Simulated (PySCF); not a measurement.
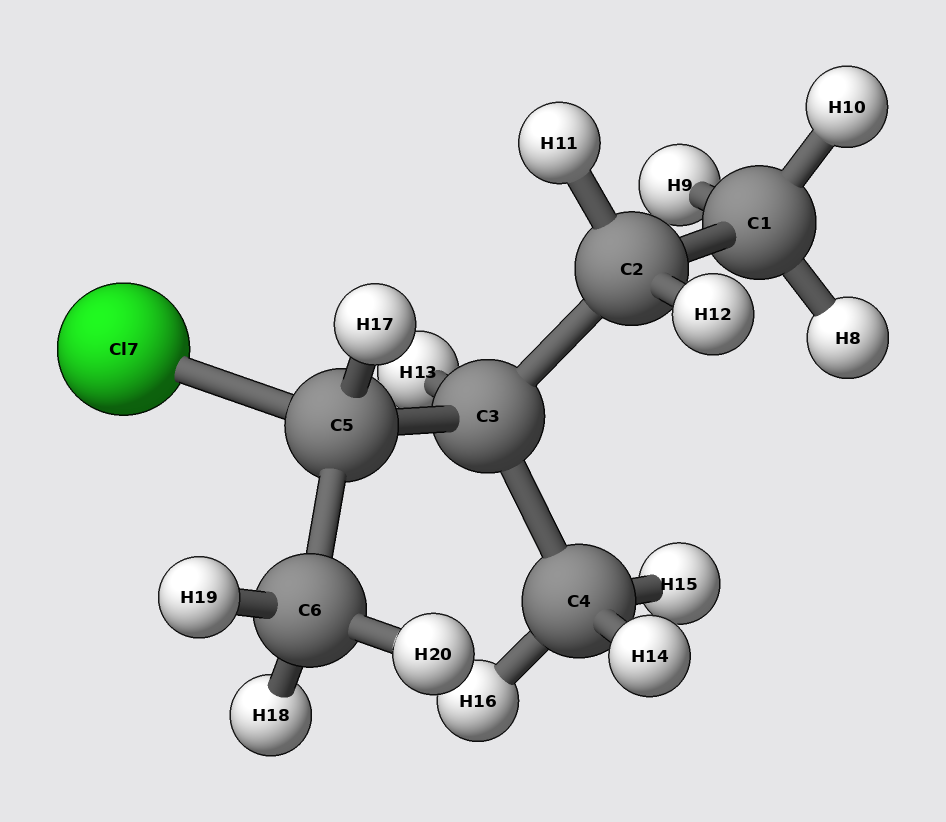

Geometry: an image of a reaction path computed with GFN2-xTB, not a minimum. Level of theory: GIAO PBE0/pcSseg-1 NMR shielding, non-relativistic, gas phase (PySCF 2.14.0). Principal shieldings σ11 ≤ σ22 ≤ σ33, span Ω = σ33 − σ11, skew κ = 3(σiso − σ22)/Ω.

Give the shielding tensors of the Cl atoms.

```
atom    σ11    σ22     σ33   σiso      Ω     κ
 Cl7  400.3  708.9  1053.2  720.8  653.0  0.05
```

Shieldings and span in ppm.
